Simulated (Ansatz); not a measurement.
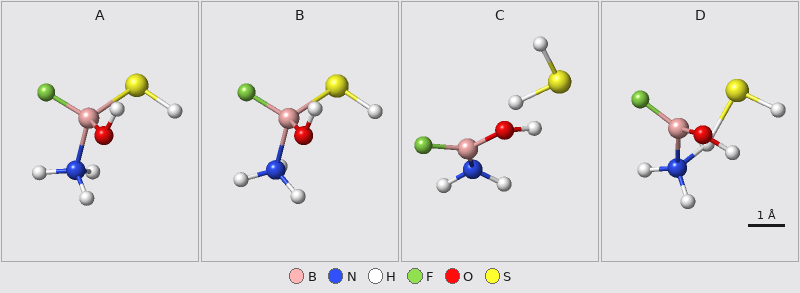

4 geometries from a converged minimum-energy path of BNH₅SOF, made up of BNH$_{3}$OF and H$_{2}$S, shuffled. Style: ball-and-stick. Shown from a free direction.

The calculation used RKS PBE/6-31G* in Ansatz 0.2.0. Run with 7 movable images; climbing image; force threshold 0.05 eV/Å; iteration limit 60; starting path through a guess of the saddle point.

One of them is the converged climbing image. Which?

Answer. D. In order along the path, whose images run from 0 to 8: C (image 0, 0.00 eV), D (image 3, +1.00 eV), A (image 6, −0.04 eV), B (image 7, −0.07 eV). Breaking: H–S (1.37 → 3.00 Å). Forming: B–S (3.74 → 1.95 Å), H–N (2.39 → 1.03 Å).

Limits of the set-up: the start holds two separate molecules, 2.4 Å apart at their closest, whose relative position is a soft coordinate and is computed without a dispersion correction.

The run took 6.5 min on 2 threads of Arm Neoverse V2 (shared host), peak memory 0.13 GiB.
